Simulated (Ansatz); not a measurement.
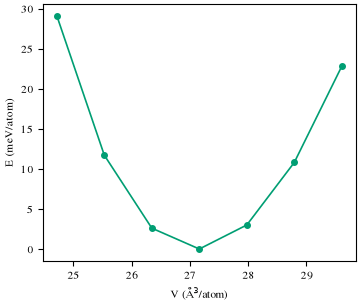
Fig. 1. InP in space group P4_2/mmc (No. 131; In on 2c, P on 2e) under volume change, plane-wave PAW PBE (Ansatz code), shape and atoms relaxed at each volume.

Task: What does a third-order Birch–Murnaghan fit give for V₀, B₀ and B′?

Result: V₀ = 27.11 Å³/atom, B₀ = 37.6 GPa, B′ = 4.5.

A made-up cell: these elements were put on the sites of a structure type; neither database checked (COD, Materials Project) lists it. It is not the phase usual at ambient conditions (space group No. 216). Symmetry was held in the PBE relaxation; its stability against distortions is not shown here.

Potentials: the later of the program's two PAW sets.
